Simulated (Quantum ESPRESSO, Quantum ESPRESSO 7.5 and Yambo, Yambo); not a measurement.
## A GW chain in Yambo: KI (Fm-3m)

How does a plane-wave GW calculation on KI (Fm-3m) run from the first input to the gap?

Calculated with Quantum ESPRESSO 7.5 and Yambo 5.3.0; PBE and many-body steps on it, plane waves.

## 1. Set-up

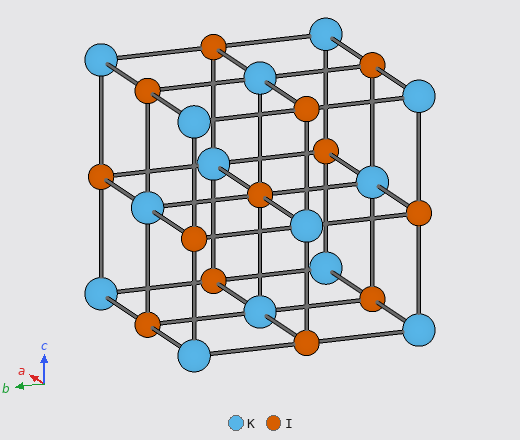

The starting structure, seen from a free direction (potassium blue, iodine orange). This picture shows the conventional cell, with its axes. Some periodic images of atoms are drawn too.

The cell and positions come from the Crystallography Open Database and are kept as given unless a step says otherwise. Spin-orbit coupling is left out unless a step names it.

## 2. Ground state

This step: Quantum ESPRESSO 7.5; DFT, PBE, plane waves, norm-conserving pseudopotentials.

The ground-state density comes first.

pw.in

```
&control
  calculation = 'scf'
  prefix = 'x'
  outdir = 'o'
  pseudo_dir = 'pseudo'
/
&system
  ibrav = 0
  nat = 2
  ntyp = 2
  ecutwfc = 76.0
  nbnd = 22
  force_symmorphic = .true.
/
&electrons
  conv_thr = 1e-10
  electron_maxstep = 80
  mixing_beta = 0.5
/
ATOMIC_SPECIES
  K 39.098 K.upf
  I 126.9 I.upf
CELL_PARAMETERS angstrom
  0.0000000000 3.5327750000 3.5327750000
  3.5327750000 0.0000000000 3.5327750000
  3.5327750000 3.5327750000 -0.0000000000
ATOMIC_POSITIONS crystal
  K 0.0000000000 0.0000000000 0.0000000000
  I 0.5000000000 0.5000000000 0.5000000000
K_POINTS automatic
  6 6 6 0 0 0
```

Launch:

```bash
> OMP_NUM_THREADS=1 mpirun -n 4 pw.x -nk 4 -in pw.in > pw.out
```

The program printed:

```text
Program PWSCF v.7.5 starts

     This program is part of the open-source Quantum ESPRESSO suite
     for quantum simulation of materials; please cite
         "P. Giannozzi et al., J. Phys.:Condens. Matter 21 395502 (2009);
         "P. Giannozzi et al., J. Phys.:Condens. Matter 29 465901 (2017);
         "P. Giannozzi et al., J. Chem. Phys. 152 154105 (2020);
     in publications or presentations arising from this work. More details at
     Message from routine setup:
     using ibrav=0 with symmetry is DISCOURAGED, use correct ibrav instead

     G-vector sticks info

     bravais-lattice index     =            0
     lattice parameter (alat)  =       9.4413  a.u.
     unit-cell volume          =     595.0789 (a.u.)^3
     number of atoms/cell      =            2
     number of atomic types    =            2
     number of electrons       =        34.00
     number of Kohn-Sham states=           22
     kinetic-energy cutoff     =      76.0000  Ry
     charge density cutoff     =     304.0000  Ry
     scf convergence threshold =      1.0E-10
     mixing beta               =       0.5000
     number of iterations used =            8  plain     mixing
     Exchange-correlation= PBE
                           (   1   4   3   4   0   0   0)

     celldm(1)=   9.441258  celldm(2)=   0.000000  celldm(3)=   0.000000
     celldm(4)=   0.000000  celldm(5)=   0.000000  celldm(6)=   0.000000

     crystal axes: (cart. coord. in units of alat)
               a(1) = (   0.000000   0.707107   0.707107 )
               a(2) = (   0.707107   0.000000   0.707107 )
               a(3) = (   0.707107   0.707107  -0.000000 )

     reciprocal axes: (cart. coord. in units 2 pi/alat)
               b(1) = ( -0.707107  0.707107  0.707107 )
               b(2) = (  0.707107 -0.707107  0.707107 )
               b(3) = (  0.707107  0.707107 -0.707107 )
     Pseudo is Norm-conserving + core correction, Zval =  9.0
     Generated using ONCVPSP code by D. R. Hamann
     Using radial grid of 2222 points,  6 beta functions with:
     Pseudo is Norm-conserving + core correction, Zval = 25.0
     Generated using ONCVPSP code by D. R. Hamann
     Using radial grid of 1188 points,  8 beta functions with:
     K                 9.00    39.09800     K ( 1.00)
     I                25.00   126.90000     I ( 1.00)

     48 Sym. Ops., with inversion, found

   Cartesian axes

     site n.     atom                  positions (alat units)
         1        K      tau(   1) = (   0.0000000   0.0000000   0.0000000  )
         2        I      tau(   2) = (   0.7071068   0.7071068   0.7071068  )

     number of k points=    16
                       cart. coord. in units 2pi/alat
        k(    1) = (   0.0000000   0.0000000   0.0000000), wk =   0.0092593
        k(    2) = (   0.1178511   0.1178511  -0.1178511), wk =   0.0740741
        k(    3) = (   0.2357023   0.2357023  -0.2357023), wk =   0.0740741
        k(    4) = (  -0.3535534  -0.3535534   0.3535534), wk =   0.0370370
        k(    5) = (   0.2357023   0.0000000  -0.0000000), wk =   0.0555556
        k(    6) = (   0.3535534   0.1178511  -0.1178511), wk =   0.2222222
        k(    7) = (  -0.2357023  -0.4714045   0.4714045), wk =   0.2222222
        k(    8) = (  -0.1178511  -0.3535534   0.3535534), wk =   0.2222222
        k(    9) = (   0.0000000  -0.2357023   0.2357023), wk =   0.1111111
        k(   10) = (   0.4714045   0.0000000  -0.0000000), wk =   0.0555556
     [... 4 further rows ...]
        k(   15) = (  -0.1178511  -0.3535534   0.5892557), wk =   0.2222222
        k(   16) = (  -0.7071068   0.2357023   0.0000000), wk =   0.1111111

     Dense  grid:    53377 G-vectors     FFT dimensions: (  54,  54,  54)

     Initial potential from superposition of free atoms

     starting charge      33.9807, renormalised to      34.0000
     Starting wfcs are   18 randomized atomic wfcs +    4 random wfcs

     per-process dynamical memory:    43.5 Mb

     Self-consistent Calculation

     iteration #  1     ecut=    76.00 Ry     beta= 0.50

     Threshold (ethr) on eigenvalues was too large:
     Diagonalizing with lowered threshold

     total energy              =    -685.65861520 Ry
     estimated scf accuracy    <       0.02472687 Ry

     iteration #  2     ecut=    76.00 Ry     beta= 0.50

     total energy              =    -685.66145008 Ry
     estimated scf accuracy    <       0.00235962 Ry

     iteration #  3     ecut=    76.00 Ry     beta= 0.50

     total energy              =    -685.66198173 Ry
     estimated scf accuracy    <       0.00023879 Ry

     iteration #  4     ecut=    76.00 Ry     beta= 0.50

     total energy              =    -685.66204321 Ry
     estimated scf accuracy    <       0.00002900 Ry

     iteration #  5     ecut=    76.00 Ry     beta= 0.50

     total energy              =    -685.66205055 Ry
     estimated scf accuracy    <       0.00000045 Ry

     iteration #  6     ecut=    76.00 Ry     beta= 0.50

     total energy              =    -685.66205106 Ry
     estimated scf accuracy    <       0.00000004 Ry

     iteration #  7     ecut=    76.00 Ry     beta= 0.50

     total energy              =    -685.66205108 Ry
     estimated scf accuracy    <          2.5E-09 Ry

     iteration #  8     ecut=    76.00 Ry     beta= 0.50

     End of self-consistent calculation

          k = 0.0000 0.0000 0.0000 (  6615 PWs)   bands (ev):

  -170.5834-117.4416-117.4416-117.4416 -39.8303 -39.8303 -39.8214 -39.8214
   -39.8214 -25.6599  -9.1471  -9.1471  -9.1471  -7.6826   2.8347   2.8347
     2.8347   6.8023   9.3581   9.3581   9.3581  10.0787

          k = 0.1179 0.1179-0.1179 (  6645 PWs)   bands (ev):

  -170.5835-117.4416-117.4416-117.4416 -39.8371 -39.8371 -39.8300 -39.8300
   -39.8267 -25.6594  -9.1881  -9.1477  -9.1477  -7.6103   2.4191   2.7447
     2.7447   7.4248   9.2753   9.6482   9.6482  10.3944

          k = 0.2357 0.2357-0.2357 (  6634 PWs)   bands (ev):

  -170.5834-117.4417-117.4416-117.4416 -39.8338 -39.8338 -39.8314 -39.8249
   -39.8249 -25.6584  -9.2613  -9.1488  -9.1488  -7.4724   1.7847   2.5779
     2.5779   8.1956   9.8646  10.3544  10.3545  11.2227

          k =-0.3536-0.3536 0.3536 (  6658 PWs)   bands (ev):

     [... further k-points ...]

     highest occupied, lowest unoccupied level (ev):     2.8347    6.8023

!    total energy              =    -685.66205108 Ry
     estimated scf accuracy    <          6.6E-11 Ry

     The total energy is the sum of the following terms:
     one-electron contribution =    -589.30595101 Ry
     hartree contribution      =     274.97323333 Ry
     xc contribution           =     -92.17226731 Ry
     ewald contribution        =    -279.15706610 Ry

     convergence has been achieved in   8 iterations

     XML data file, charge density, pseudopotentials, collected wavefunctions

=------------------------------------------------------------------------------=
   JOB DONE.
=------------------------------------------------------------------------------=
```

It took 14 s on 4 MPI ranks of Arm Neoverse V1, shared host; peak memory 0.37 GiB.

Numbers from this step:

```yaml
total_energy: -9328.9075 eV
gap: 3.968 eV
k_of_the_valence_top: 0, 0, 0
k_of_the_conduction_bottom: 0, 0, 0
least_direct_gap: 3.968 eV
```

The gap is direct, at Γ.

## 3. Bands along the symmetry lines

The cheap functional maps the bands first; the places of the edges decide which points the dearer methods must see.

pw.in

```
&control
  calculation = 'bands'
  prefix = 'x'
  outdir = 'o'
  pseudo_dir = 'pseudo'
/
&system
  ibrav = 0
  nat = 2
  ntyp = 2
  ecutwfc = 76.0
  nbnd = 23
  force_symmorphic = .true.
/
&electrons
  conv_thr = 1e-9
  electron_maxstep = 80
  diago_full_acc = .true.
  diago_thr_init = 5e-6
/
ATOMIC_SPECIES
  K 39.098 K.upf
  I 126.9 I.upf
CELL_PARAMETERS angstrom
  0.0000000000 3.5327750000 3.5327750000
  3.5327750000 0.0000000000 3.5327750000
  3.5327750000 3.5327750000 -0.0000000000
ATOMIC_POSITIONS crystal
  K 0.0000000000 0.0000000000 0.0000000000
  I 0.5000000000 0.5000000000 0.5000000000
K_POINTS crystal
  50
  0.00000000 0.00000000 0.00000000 1
  0.06250000 0.00000000 0.06250000 1
  0.12500000 0.00000000 0.12500000 1
  0.18750000 0.00000000 0.18750000 1
  0.25000000 0.00000000 0.25000000 1
  0.31250000 0.00000000 0.31250000 1
  0.37500000 0.00000000 0.37500000 1
  0.43750000 0.00000000 0.43750000 1
  0.50000000 0.00000000 0.50000000 1
  0.51562500 0.03125000 0.51562500 1
  0.53125000 0.06250000 0.53125000 1
  0.54687500 0.09375000 0.54687500 1
  0.56250000 0.12500000 0.56250000 1
  0.57812500 0.15625000 0.57812500 1
  0.59375000 0.18750000 0.59375000 1
  0.60937500 0.21875000 0.60937500 1
  0.62500000 0.25000000 0.62500000 1
  0.37500000 0.37500000 0.75000000 1
  0.32812500 0.32812500 0.65625000 1
  0.28125000 0.28125000 0.56250000 1
  0.23437500 0.23437500 0.46875000 1
  0.18750000 0.18750000 0.37500000 1
  0.14062500 0.14062500 0.28125000 1
  0.09375000 0.09375000 0.18750000 1
  0.04687500 0.04687500 0.09375000 1
  0.00000000 0.00000000 0.00000000 1
  0.06250000 0.06250000 0.06250000 1
  0.12500000 0.12500000 0.12500000 1
  0.18750000 0.18750000 0.18750000 1
  0.25000000 0.25000000 0.25000000 1
  0.31250000 0.31250000 0.31250000 1
  0.37500000 0.37500000 0.37500000 1
  0.43750000 0.43750000 0.43750000 1
  0.50000000 0.50000000 0.50000000 1
  0.50000000 0.46875000 0.53125000 1
  0.50000000 0.43750000 0.56250000 1
  0.50000000 0.40625000 0.59375000 1
  0.50000000 0.37500000 0.62500000 1
  0.50000000 0.34375000 0.65625000 1
  0.50000000 0.31250000 0.68750000 1
  0.50000000 0.28125000 0.71875000 1
  0.50000000 0.25000000 0.75000000 1
  0.50000000 0.21875000 0.71875000 1
  0.50000000 0.18750000 0.68750000 1
  0.50000000 0.15625000 0.65625000 1
  0.50000000 0.12500000 0.62500000 1
  0.50000000 0.09375000 0.59375000 1
  0.50000000 0.06250000 0.56250000 1
  0.50000000 0.03125000 0.53125000 1
  0.50000000 0.00000000 0.50000000 1
```

The program printed:

```text
[banner, memory and clock lines left out]
Program PWSCF v.7.5 starts

     Atomic positions and unit cell read from directory:
     o/x.save/

     Message from routine setup:
     using ibrav=0 with symmetry is DISCOURAGED, use correct ibrav instead

     G-vector sticks info

     bravais-lattice index     =            0
     lattice parameter (alat)  =       9.4413  a.u.
     unit-cell volume          =     595.0789 (a.u.)^3
     number of atoms/cell      =            2
     number of atomic types    =            2
     number of electrons       =        34.00
     number of Kohn-Sham states=           23
     kinetic-energy cutoff     =      76.0000  Ry
     charge density cutoff     =     304.0000  Ry
     Exchange-correlation= PBE
                           (   1   4   3   4   0   0   0)

     celldm(1)=   9.441258  celldm(2)=   0.000000  celldm(3)=   0.000000
     celldm(4)=   0.000000  celldm(5)=   0.000000  celldm(6)=   0.000000

     crystal axes: (cart. coord. in units of alat)
               a(1) = (   0.000000   0.707107   0.707107 )
               a(2) = (   0.707107   0.000000   0.707107 )
               a(3) = (   0.707107   0.707107  -0.000000 )

     reciprocal axes: (cart. coord. in units 2 pi/alat)
               b(1) = ( -0.707107  0.707107  0.707107 )
               b(2) = (  0.707107 -0.707107  0.707107 )
               b(3) = (  0.707107  0.707107 -0.707107 )
     Pseudo is Norm-conserving + core correction, Zval =  9.0
     Generated using ONCVPSP code by D. R. Hamann
     Using radial grid of 2222 points,  6 beta functions with:
     Pseudo is Norm-conserving + core correction, Zval = 25.0
     Generated using ONCVPSP code by D. R. Hamann
     Using radial grid of 1188 points,  8 beta functions with:
     K                 9.00    39.09800     K ( 1.00)
     I                25.00   126.90000     I ( 1.00)

     48 Sym. Ops., with inversion, found

   Cartesian axes

     site n.     atom                  positions (alat units)
         1        K      tau(   1) = (   0.0000000   0.0000000   0.0000000  )
         2        I      tau(   2) = (   0.7071068   0.7071068   0.7071068  )

     number of k points=    50
                       cart. coord. in units 2pi/alat
        k(    1) = (   0.0000000   0.0000000   0.0000000), wk =   0.0400000
        k(    2) = (   0.0000000   0.0883883   0.0000000), wk =   0.0400000
        k(    3) = (   0.0000000   0.1767767   0.0000000), wk =   0.0400000
[...]
[... 38 further rows ...]
        k(   49) = (   0.0441942   0.7071068   0.0000000), wk =   0.0400000
        k(   50) = (   0.0000000   0.7071068   0.0000000), wk =   0.0400000

     Dense  grid:    53377 G-vectors     FFT dimensions: (  54,  54,  54)

     The potential is recalculated from file :
     o/x.save/charge-density

     Starting wfcs are   18 randomized atomic wfcs +    5 random wfcs

     Band Structure Calculation

     End of band structure calculation

          k = 0.0000 0.0000 0.0000 (  6615 PWs)   bands (ev):

  -170.5835-117.4416-117.4416-117.4416 -39.8304 -39.8304 -39.8214 -39.8214
   -39.8214 -25.6599  -9.1471  -9.1471  -9.1471  -7.6826   2.8347   2.8347
     2.8347   6.8023   9.3581   9.3581   9.3581  10.0788  10.0788

          k = 0.0000 0.0884 0.0000 (  6647 PWs)   bands (ev):

  -170.5835-117.4417-117.4417-117.4417 -39.8387 -39.8334 -39.8309 -39.8309
   -39.8263 -25.6598  -9.1544  -9.1478  -9.1478  -7.6682   2.7413   2.8173
     2.8173   6.9381   9.2512   9.4527   9.4527  10.1051  10.1695

          k = 0.0000 0.1768 0.0000 (  6651 PWs)   bands (ev):

  -170.5835-117.4417-117.4417-117.4416 -39.8457 -39.8355 -39.8305 -39.8276
   -39.8276 -25.6595  -9.1722  -9.1497  -9.1497  -7.6310   2.5166   2.7694
     2.7694   7.2817   8.9915   9.7302   9.7302  10.1828  10.4245

          k =-0.0000 0.2652 0.0000 (  6651 PWs)   bands (ev):

[...]
k = 0.0000 0.4419-0.0000 (  6674 PWs)   bands (ev):

[...]
k =-0.0000 0.5303 0.0000 (  6678 PWs)   bands (ev):

[...]
k = 0.0000 0.6187-0.0000 (  6670 PWs)   bands (ev):

[...]
k = 0.4640 0.4640-0.0000 (  6663 PWs)   bands (ev):

[...]
k = 0.3315 0.3315-0.0000 (  6641 PWs)   bands (ev):

[...]
k = 0.3094 0.7071-0.0000 (  6674 PWs)   bands (ev):

[...]
k = 0.2210 0.7071-0.0000 (  6660 PWs)   bands (ev):

[...]
k = 0.1768 0.7071-0.0000 (  6678 PWs)   bands (ev):

[...]
k = 0.0442 0.7071 0.0000 (  6690 PWs)   bands (ev):

  -170.5836-117.4418-117.4417-117.4417 -39.8507 -39.8459 -39.8453 -39.8435
   -39.8249 -25.6572  -9.1920  -9.1667  -9.1656  -7.5390   1.8475   2.4610
     2.4622   7.8197   8.6508  10.9697  11.5276  11.5563  12.4548

          k = 0.0000 0.7071 0.0000 (  6710 PWs)   bands (ev):

  -170.5836-117.4418-117.4418-117.4418 -39.8536 -39.8503 -39.8481 -39.8481
   -39.8325 -25.6572  -9.1923  -9.1654  -9.1654  -7.5413   1.8429   2.4704
     2.4704   7.7921   8.6215  10.9556  11.5438  11.6391  12.4158

     XML data file, pseudopotentials, collected wavefunctions
```

Wall time 16 s (4 MPI ranks); peak memory 0.29 GiB; 65 s of CPU time.

This step gave:

```yaml
gap: 3.968 eV
k_of_the_valence_top: 0, 0, 0
k_of_the_conduction_bottom: 0, 0, 0
least_direct_gap: 3.968 eV
```

The gap is 3.968 eV, as in the run before at this level.

Electronic bands along the path, in eV, zero at the top of the highest filled band:

| point | band 14 | band 15 | band 16 | band 17 | band 18 | band 19 | band 20 | band 21 |
| --- | --- | --- | --- | --- | --- | --- | --- | --- |
| Γ | -10.52 | 0.00 | 0.00 | 0.00 | 3.97 | 6.52 | 6.52 | 6.52 |
| X | -10.38 | -0.99 | -0.36 | -0.36 | 4.96 | 5.79 | 8.12 | 8.71 |
| U | -10.32 | -0.85 | -0.75 | -0.38 | 5.63 | 6.66 | 7.63 | 8.28 |
| jump to K | -10.32 | -0.85 | -0.75 | -0.38 | 5.63 | 6.66 | 7.63 | 8.28 |
| Γ | -10.52 | 0.00 | 0.00 | 0.00 | 3.97 | 6.52 | 6.52 | 6.52 |
| L | -10.24 | -1.31 | -0.33 | -0.33 | 5.54 | 7.71 | 8.19 | 8.19 |
| W | -10.32 | -0.72 | -0.72 | -0.60 | 6.48 | 6.48 | 6.66 | 8.19 |
| X | -10.38 | -0.99 | -0.36 | -0.36 | 4.96 | 5.79 | 8.12 | 8.71 |

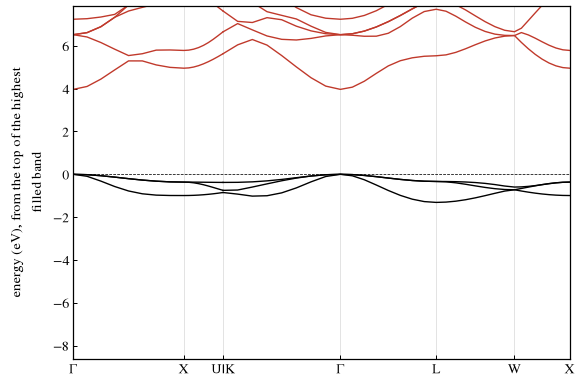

Electronic bands along the path; lines of filled and empty bands in two colours.

(Part 1 of 2 ends here.)

[Paths, hosts, dates, memory and timing lines, banners, echoed tables and standing remarks are left out of the program output.]

[Logs are printed without paths, hosts, clocks, repeated set-up lines and the standing remarks that a program may print on its own settings, such as how far it seeks lower states.]

[Runs of the session that timed out or met a known fault of the program may be left out.]

[Hosts, paths, dates, database ids (printed as entryN), source tags and the programs' standing remarks are cut or masked in the printed files.]
